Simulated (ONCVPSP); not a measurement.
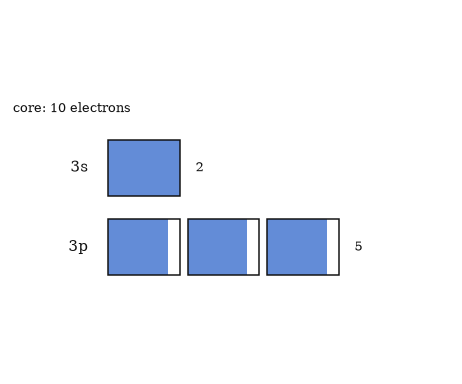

*The valence shells of the reference configuration: a box for each of the 2l + 1 orbitals, shaded by the share of the shell that is filled, with the electron count at the right.*

**Cl: pseudopotential generation**

System: chlorine (Cl, Z = 17), core [Ne], reference valence 3s2 3p5, valence charge 7.
Method: ONCV potential, LDA (Perdew-Zunger), non-relativistic, made with ONCVPSP 4.0.1.

Results in brief:

- outcome: generated, with a ghost state
- cutoffs needed: 16 Ha and 150 Ha (the cutoffs at which the residual kinetic energy of the hardest occupied pseudo-wave falls to 1 and 0.1 mHa per electron)
- ghost test: GHOST(-) flagged for s at -183.8 eV, p at -172.8 eV; no localised positive-energy state flagged (flags above 300 eV left out)
- largest excitation error: +20 meV (all-electron minus pseudo) for 3s2 3p2, out of 4 test configurations
- rms error of d²Exc/dni dnj: 3.25 mHa without and 0.39 mHa with the model core
- range over which the phases arctan(r R′/R) at the test radius agree within 0.05 rad (a looser test near the poles than one of phase shifts): s: over the whole range computed; p: over the whole range computed; d: over the whole range computed; f: not judged, local potential alone
- hardware: 1 CPU thread, shared host
- wall time: 4.8 s

Notes:

The potential has a bound ghost state, so it can't be used as it stands.

The input:
```
# ATOM AND REFERENCE CONFIGURATION
# atsym  z   nc   nv     iexc    psfile
  Cl 17.00    3    2        3      upf
#
#   n    l    f
    1    0    2.00
    2    0    2.00
    2    1    6.00
    3    0    2.00
    3    1    5.00
#
# PSEUDOPOTENTIAL AND OPTIMIZATION
# lmax
    2
#
#   l,   rc,      ep,       ncon, nbas, qcut
    0    1.10    0.00    3    6    7.50
    1    1.20    0.00    5    9    7.90
    2    1.15    0.07    4    7    7.90
#
# LOCAL POTENTIAL
# lloc, lpopt,  rc(5),   dvloc0
    4    5    1.00    4.00
#
# VANDERBILT-KLEINMAN-BYLANDER PROJECTORs
# l, nproj, debl
    0    2    2.70
    1    3    1.70
    2    2    3.70
#
# MODEL CORE CHARGE
# icmod, fcfact, rcfact
    3    4.50    1.50
#
# LOG DERIVATIVE ANALYSIS
# epsh1, epsh2, depsh
   -2.00    5.00    0.02
#
# OUTPUT GRID
# rlmax, drl
    6.00    0.01
#
# TEST CONFIGURATIONS
# ncnf
    4
# nvcnf
#   n    l    f
    2
    3    0    2.00
    3    1    4.00
#
    2
    3    0    2.00
    3    1    3.00
#
    2
    3    0    2.00
    3    1    2.00
#
    2
    3    0    1.00
    3    1    6.00
#
```

The log's header says scalar-relativistic, as this program prints it for non-relativistic runs too.

Run as:
```bash
oncvpspnr.x < Cl.dat > Cl.out
```

Output (extracts):
```
ONCVPSP  (Optimized Norm-Conservinng Vanderbilt PSeudopotential)
scalar-relativistic version 4.0.1

#   n    l    f        energy (Ha)
    1    0    2.00    -1.0037010E+02
    2    0    2.00    -9.1881634E+00
    2    1    6.00    -7.0402209E+00
    3    0    2.00    -7.5440738E-01
    3    1    5.00    -3.2043706E-01

Reference configufation results
  iterations    21
  all-electron total energy (Ha)   -4.58656410D+02

Begin loop to  construct optimized pseudo wave functions
and semi-local pseudopoentials for all angular momenta

   Wellstate for l =  0  n =  5
     eigenvalue =   1.9456
     asymptotic potential =   2.4456
     half-point radius =  3.5748

Calculating optimized projector #   1

 for l=   0

    Fraction of norm inside rc  0.228762
    Optimizing pswf for qcut=   7.50 a_B^-1,  ecut=  28.14 Ha
    Residual kinetic energy error=  1.22D-04 Ha

    Energy error per electron        Cutoff
         Ha          eV             Ha
         0.01000     0.27211       11.47
         0.00100     0.02721       15.75
         0.00010     0.00272       40.17

Calculating optimized projector #   2

 for l=   0

    Fraction of norm inside rc  0.062246
    Optimizing pswf for qcut=   7.50 a_B^-1,  ecut=  28.14 Ha
    Residual kinetic energy error=  5.41D-04 Ha

    Energy error per electron        Cutoff
         Ha          eV             Ha
         0.01000     0.27211       16.92
         0.00100     0.02721       25.60
         0.00010     0.00272       63.88
         0.00001     0.00027      148.14

   Wellstate for l =  1  n =  4
     eigenvalue =   1.3796
     asymptotic potential =   1.8796
     half-point radius =  2.7462

   Wellstate for l =  1  n =  5
     eigenvalue =   3.0796
     asymptotic potential =   3.5796
     half-point radius =  3.0184

Calculating optimized projector #   1

 for l=   1

    Fraction of norm inside rc  0.207775
    Optimizing pswf for qcut=   7.91 a_B^-1,  ecut=  31.28 Ha
    Residual kinetic energy error=  5.51D-04 Ha

    Energy error per electron        Cutoff
         Ha          eV             Ha
         0.01000     0.27211        5.42
         0.00100     0.02721       16.49
         0.00010     0.00272      150.20
         0.00001     0.00027      183.27

Calculating optimized projector #   2

 for l=   1

    Fraction of norm inside rc  0.141592
    Optimizing pswf for qcut=   7.91 a_B^-1,  ecut=  31.28 Ha
    Residual kinetic energy error=  1.03D-02 Ha

    Energy error per electron        Cutoff
         Ha          eV             Ha
         0.01000     0.27211       31.66
         0.00100     0.02721      169.40
         0.00010     0.00272      225.57
         0.00001     0.00027      248.78

Calculating optimized projector #   3

 for l=   1

    Fraction of norm inside rc  0.089588
    Optimizing pswf for qcut=   7.91 a_B^-1,  ecut=  31.28 Ha
    Residual kinetic energy error=  1.50D-02 Ha

    Energy error per electron        Cutoff
         Ha          eV             Ha
         0.01000     0.27211       36.36
         0.00100     0.02721      149.36
         0.00010     0.00272      280.98
         0.00001     0.00027      310.14

   Wellstate for l =  2  n =  3
     eigenvalue =   0.0700
     asymptotic potential =   0.5700
     half-point radius = 26.2794

   Wellstate for l =  2  n =  5
     eigenvalue =   3.7700
     asymptotic potential =   4.2700
     half-point radius =  2.8811

Calculating optimized projector #   1

 for l=   2

    Fraction of norm inside rc  0.002074
    Optimizing pswf for qcut=   7.88 a_B^-1,  ecut=  31.09 Ha
    Residual kinetic energy error=  2.64D-05 Ha

    Energy error per electron        Cutoff
         Ha          eV             Ha
         0.01000     0.27211        2.21
         0.00100     0.02721       12.34
         0.00010     0.00272       24.54
         0.00001     0.00027       50.45

Calculating optimized projector #   2

 for l=   2

    Fraction of norm inside rc  0.113442
    Optimizing pswf for qcut=   7.88 a_B^-1,  ecut=  31.09 Ha
    Residual kinetic energy error=  1.45D-02 Ha

    Energy error per electron        Cutoff
         Ha          eV             Ha
         0.01000     0.27211       32.95
         0.00100     0.02721       55.83
         0.00010     0.00272      116.86
         0.00001     0.00027      144.01

Construct Vanderbilt / Kleinmman-Bylander projectors

B matrix Hermiticity error, ll=   0
   1   2   -3.0858E-08

  Orthonormal projector coefficients -1.3161E+01  3.8116E+00

B matrix Hermiticity error, ll=   1
   1   2   -1.1927E-08
   1   3    2.1712E-08
   2   3   -1.0484E-08

  Orthonormal projector coefficients -1.1380E+02  3.2535E+01  1.9417E+00

B matrix Hermiticity error, ll=   2
   1   2    2.7726E-09

  Orthonormal projector coefficients -8.9215E+00 -3.5320E+00

Model core correction analysis
  based on d2Exc/dn_idn_j

d2excae - all-electron derivatives

   -3.296971D-02   -2.792397D-02
   -2.792435D-02   -2.597378D-02

d2excps - pseudofunction derivatives with no core correction

   -3.730393D-02   -3.100068D-02
   -3.100122D-02   -2.809446D-02

rms 2nd derivative error    3.248693E-03

rmatch, rhocmatch    0.8296    3.0389

Teter function model core charge with specified parameters

d2excps - pseudofunction derivatives with core correction

   -3.245544D-02   -2.758181D-02
   -2.758286D-02   -2.566594D-02

rms 2nd derivative error    3.850127E-04

Pseudoatom total energy  -15.026864

Diagnostic tests using Vanderbilt-Kleinman-Bylander pseudopotentials
  1 or more projectors used as specified by nproj input data

   l    rcore       rmatch      e in        delta e   norm test  slope test

   0   1.1055163   1.1390821  -0.7544074  -0.0000549   0.9999778   1.0002398
run_diag: lschvkbbe ERROR   2   1   0  60  1.94559262E+00  1.70103336E+00
   0   1.1055163   1.1390821   1.9455926  -0.2445593   0.1245506   0.1470786

   1   1.2020897   1.2385877  -0.3204371   0.0000000   1.0000000   1.0000000
   1   1.2020897   1.2385877   1.3795629  -0.0000001   1.0000000   1.0000000
   1   1.2020897   1.2385877   3.0795629  -0.0000001   1.0000000   1.0000000

   2   1.1527921   1.1877934   0.0700000  -0.0000001   1.0000000   1.0000000
   2   1.1527921   1.1877934   3.7700000   0.0000001   1.0000000   1.0000000

 Testing for bound ghosts
   n   l    E NL Schr. Eq   E Basis Diag.   E Cutoff

       0                       -6.756099    101.58  WARNING - GHOST(-)
   1   0       -0.754462       -0.721522    101.58

       1                       -6.349139    344.45  WARNING - GHOST(-)
   2   1       -0.320437       -0.270937    344.45

 Testing for highly-localized positive-energy ghosts
       l    <radius>/rc     E Basis Diag.   E Cutoff

       1        0.777483       53.640017    344.45  WARNING - GHOST(+)

       1        0.770703       99.839378    344.45  WARNING - GHOST(+)

       1        0.717698      167.066502    344.45  WARNING - GHOST(+)

Test configuration 0

   n   l     f        eae           eps        diff
   1   0  2.0000 -100.37009817
   2   0  2.0000   -9.18816336
   2   1  6.0000   -7.04022086
   3   0  2.0000   -0.75440738   -0.75446231   -5.49D-05
   3   1  5.0000   -0.32043706   -0.32043705    4.24D-09

    Total energies and differences
      AE_ref= -4.58656410D+02  AE_tst= -4.58656410D+02  dif=  0.00D+00
      PS_ref= -1.50268637D+01  PS_tst= -1.50268637D+01  dif=  8.88D-15
      PSP excitation error= -8.88D-15

Test configuration 1

   n   l     f        eae           eps        diff
   1   0  2.0000 -100.85058357
   2   0  2.0000   -9.65826516
   2   1  6.0000   -7.51161075
   3   0  2.0000   -1.17168059   -1.17170960   -2.90D-05
   3   1  4.0000   -0.71750377   -0.71744444    5.93D-05

    Total energies and differences
      AE_ref= -4.58656410D+02  AE_tst= -4.58142405D+02  dif=  5.14D-01
      PS_ref= -1.50268637D+01  PS_tst= -1.45128760D+01  dif=  5.14D-01
      PSP excitation error=  1.77D-05

Test configuration 2

   n   l     f        eae           eps        diff
   1   0  2.0000 -101.42278892
   2   0  2.0000  -10.21034447
   2   1  6.0000   -8.06610215
   3   0  2.0000   -1.64162622   -1.64146029    1.66D-04
   3   1  3.0000   -1.16760966   -1.16729530    3.14D-04

    Total energies and differences
      AE_ref= -4.58656410D+02  AE_tst= -4.57203823D+02  dif=  1.45D+00
      PS_ref= -1.50268637D+01  PS_tst= -1.35744582D+01  dif=  1.45D+00
      PSP excitation error=  1.82D-04

Test configuration 3

   n   l     f        eae           eps        diff
   1   0  2.0000 -102.07836629
   2   0  2.0000  -10.83453944
   2   1  6.0000   -8.69400085
   3   0  2.0000   -2.15426292   -2.15362491    6.38D-04
   3   1  2.0000   -1.66161645   -1.66073742    8.79D-04

    Total energies and differences
      AE_ref= -4.58656410D+02  AE_tst= -4.55792593D+02  dif=  2.86D+00
      PS_ref= -1.50268637D+01  PS_tst= -1.21637965D+01  dif=  2.86D+00
      PSP excitation error=  7.50D-04

Test configuration 4

   n   l     f        eae           eps        diff
   1   0  2.0000 -100.41656034
   2   0  2.0000   -9.23515088
   2   1  6.0000   -7.08627738
   3   0  1.0000   -0.77779774   -0.77778504    1.27D-05
   3   1  6.0000   -0.33968822   -0.33970469   -1.65D-05

    Total energies and differences
      AE_ref= -4.58656410D+02  AE_tst= -4.58220344D+02  dif=  4.36D-01
      PS_ref= -1.50268637D+01  PS_tst= -1.45907829D+01  dif=  4.36D-01
      PSP excitation error= -1.48D-05
```

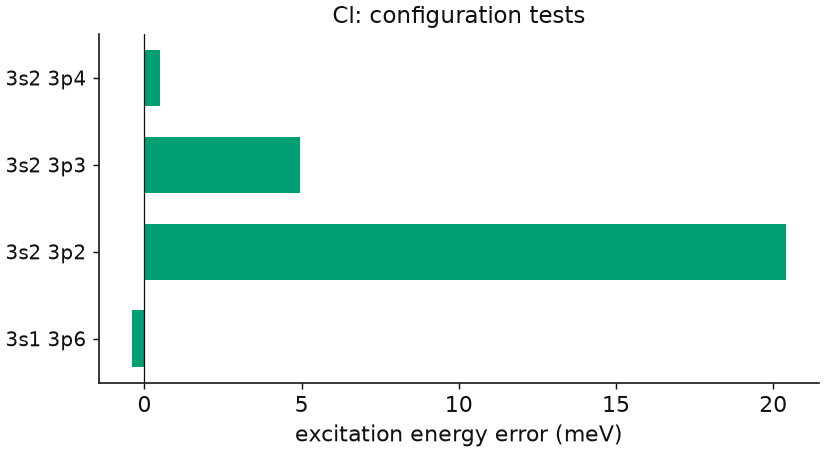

*Errors, all-electron minus pseudo, of the energies of valence configurations relative to the unpolarised reference 3s2 3p5.*

- Worst configuration: 3s2 3p2 (charge +3): the error is +20 meV on an all-electron energy of +77.93 eV relative to the reference, or 0.026 %.
- Errors in meV: 3s2 3p4: +0.5; 3s2 3p3: +5.0; 3s2 3p2: +20; 3s1 3p6: -0.4. The potential isn't sound: its ghost test gives GHOST(-) flagged for s at -183.8 eV, p at -172.8 eV; no localised positive-energy state flagged (flags above 300 eV left out).

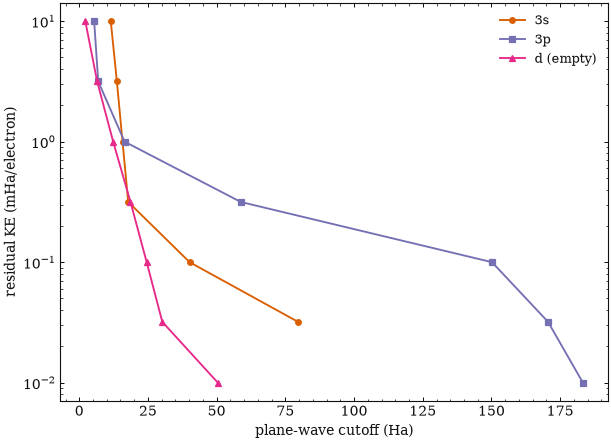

*Residual kinetic energy of the pseudo-waves (the first of each channel, and further valence shells) beyond the plane-wave cutoff, as the generator prints it.*

- Cutoffs for 1 mHa per electron: 3p: 16 Ha; 3s: 16 Ha; d (empty): 12 Ha.
- Cutoffs for the occupied states: 16 Ha for 1 mHa and 150 Ha for 0.1 mHa per electron. The first is set by 3p.

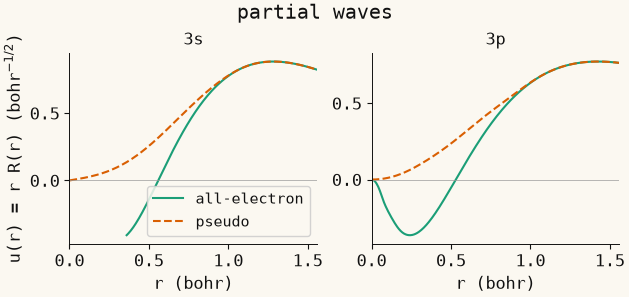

*Pseudo-waves (dashed) against the all-electron radial functions (solid). The innermost oscillations of some all-electron curves aren't drawn. Reference configuration 3s2 3p5.*

- Matching radii: 3s at 1.10 bohr; 3p at 1.20 bohr. The curves merge smoothly, so the plot gives these only roughly.
- Nodes of the pseudo-waves: 3s has no node; 3p has no node.
- Cutoffs needed: 16 Ha (loose) and 150 Ha (tight), as the cutoffs at which the residual kinetic energy of the hardest occupied pseudo-wave falls to 1 and 0.1 mHa per electron.

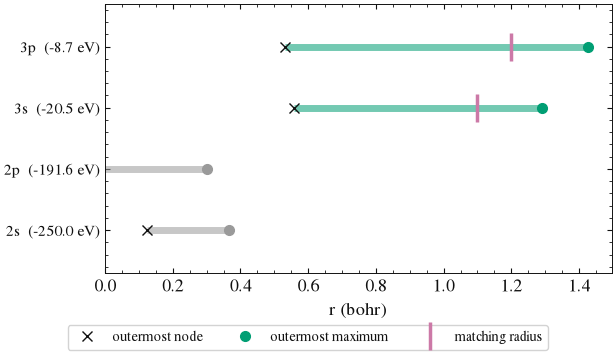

*Outer shells of the all-electron reference atom: each bar runs from the outermost node (or the nucleus) to the outermost maximum of u(r); the tick is the radius chosen for the pseudo-wave. Shells without a tick have no pseudo-wave of their own. Levels, nodes and maxima are from ld1.x, non-relativistic.*

- Radii against the shells: 3s: 1.10 bohr, between node and maximum; 3p: 1.20 bohr, between node and maximum.
